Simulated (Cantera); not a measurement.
Input: 1 mol SiCl4, 0.012 mol Cl2, 180 mol H2, 0.069 mol H2O, equilibrated at 72.0 mbar.

Cantera equilibrium calculation (NASA polynomials, part measured and part estimated; ideal gas, pure solids and liquids). Candidate condensed phases: H2O, Si, SiO2; 30 gas species. Mutual solubility and eutectic melting of coexisting phases are not modelled. The tables' values for SiCl3 are old estimates; treat these amounts as uncertain. The tables hold silica as quartz up to 1696 K and as liquid above; real silica turns to tridymite and cristobalite and melts near 1996 K. Equilibrium is a limit: real reactors are often held back by kinetics, nucleation or transport.

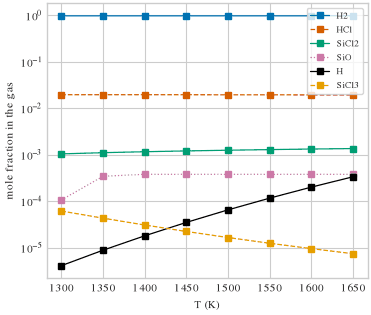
Equilibrium gas composition (values under 1e-9 drawn at 1e-9)

Task: Read off the mole fractions at 1550 K.

Result: H2 about 0.98, HCl about 0.019, SiCl2 about 0.0013, SiO about 0.00038, H about 0.00012, SiCl3 about 1.2e-5.
